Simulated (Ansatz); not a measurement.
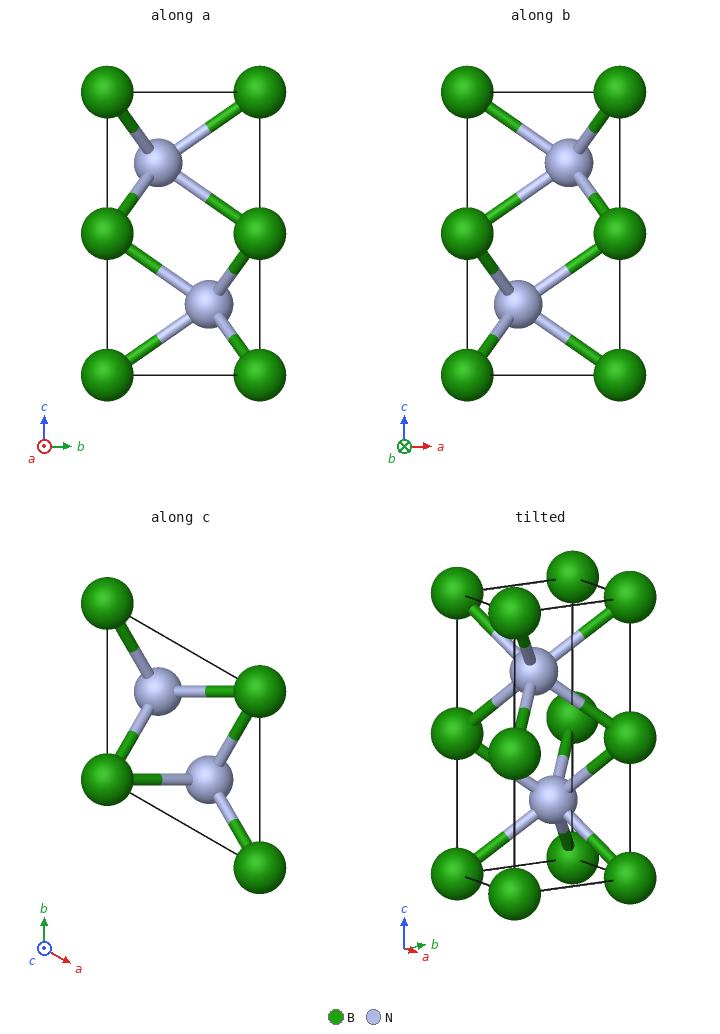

A ball-and-stick picture of a crystal structure, seen along the a axis, along the b axis, along the c axis and slightly off an axis. Thin lines show the conventional unit cell, with boundary atoms drawn in all their periodic places.

Lattice parameters: a = 2.4913 Å, b = 2.4913 Å, c = 4.0011 Å, α = 90.000°, β = 90.000°, γ = 120.000°.

Question: Put the structure into a CIF with its space group and independent sites.

Answer:
```cif
data_structure
_symmetry_space_group_name_H-M 'P 63/m m c'
_symmetry_Int_Tables_number 194
_cell_length_a 2.4913
_cell_length_b 2.4913
_cell_length_c 4.0011
_cell_angle_alpha 90.000
_cell_angle_beta 90.000
_cell_angle_gamma 120.000
_cell_volume 21.51
loop_
_atom_site_label
_atom_site_type_symbol
_atom_site_symmetry_multiplicity
_atom_site_Wyckoff_symbol
_atom_site_fract_x
_atom_site_fract_y
_atom_site_fract_z
_atom_site_occupancy
B1 B 2 a 0.0000 0.0000 0.0000 1
N1 N 2 c 0.3333 0.6667 0.2500 1
```

The structure was taken from a structure type filled with these elements by a generator (whether the compound takes this form wasn't checked). Earlier steps of the study may have refined or changed the cell and positions. Ansatz was used for an electronic-structure calculation on it.
